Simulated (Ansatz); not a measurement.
Take ZnS in the wurtzite structure (space group P6_3mc, No. 186; a = 3.738 Å, c = 6.143 Å) as the base. Axes: x lies along a and z along c of the hexagonal cell.

Modification: compressive biaxial strain of 1.20 % in the plane normal to [001], as in epitaxy on a mismatched substrate; the out-of-plane cell vector and the atoms relax.

The values are results of LDA (Ansatz, an electronic-structure program), without spin-orbit coupling, not measurements.

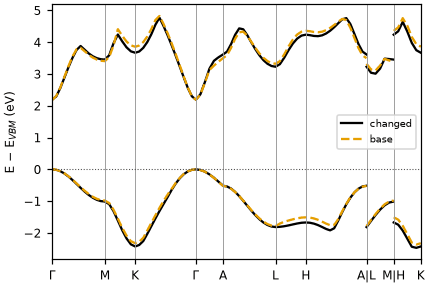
Highest valence and lowest conduction band along the path, each from its own valence-band maximum

**Question.** From the figure, how large is the changed gap, and is it direct?

**Answer.** About 2.2 eV, direct at Γ.

No phonon test of stability was made.
